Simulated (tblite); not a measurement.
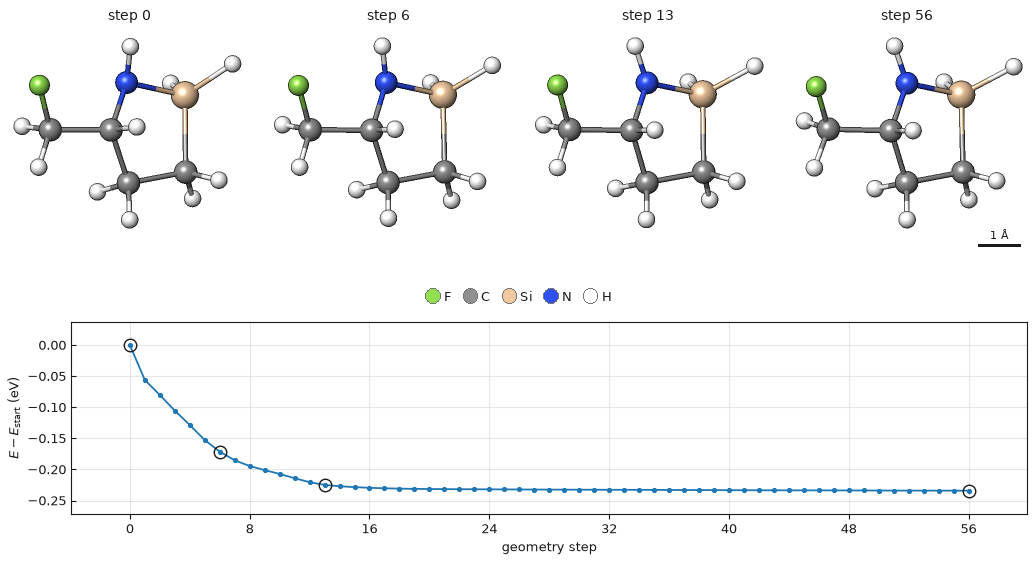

Frames of a relaxation of C₄H₁₀FNSi, marked on the history of the run. The picture is a ball-and-stick view, seen at a tilt.

Method: tblite, GFN2-xTB geometry optimisation, gas phase. 

**What happens along the run?**

After 56 geometry steps the energy has fallen by 0.234 eV. An H atom moves most after the best rigid fit: 0.31 Å. By element the largest moves are H 0.31 Å, N 0.15 Å, C 0.09 Å, F 0.04 Å, Si 0.03 Å. Some distances before and after: C–N 1.487 → 1.447 Å, H–Si 1.489 → 1.465 Å, C–H 1.110 → 1.092 Å, C–C 1.509 → 1.526 Å. Bond angles that change, for instance: Si–N–H 112.3° → 126.6°, N–Si–H 108.1° → 115.8°, H–Si–H 116.8° → 111.2°. From step 0 to 6: an H atom moves most (0.17 Å), energy −0.171 eV. From step 6 to 13: an H atom moves most (0.16 Å), energy −0.053 eV. From step 13 to 56: an H atom moves most (0.11 Å), energy −0.009 eV.

```csv
step,"E − E(0), eV"
0,0.0000
1,-0.0562
2,-0.0803
3,-0.1055
4,-0.1286
5,-0.1527
6,-0.1714
7,-0.1853
8,-0.1945
9,-0.2011
10,-0.2072
12,-0.2205
15,-0.2284
17,-0.2303
20,-0.2315
22,-0.2318
25,-0.2321
27,-0.2324
29,-0.2325
32,-0.2327
34,-0.2328
37,-0.2331
39,-0.2333
41,-0.2334
44,-0.2336
46,-0.2337
49,-0.2338
51,-0.2340
54,-0.2341
56,-0.2341
```
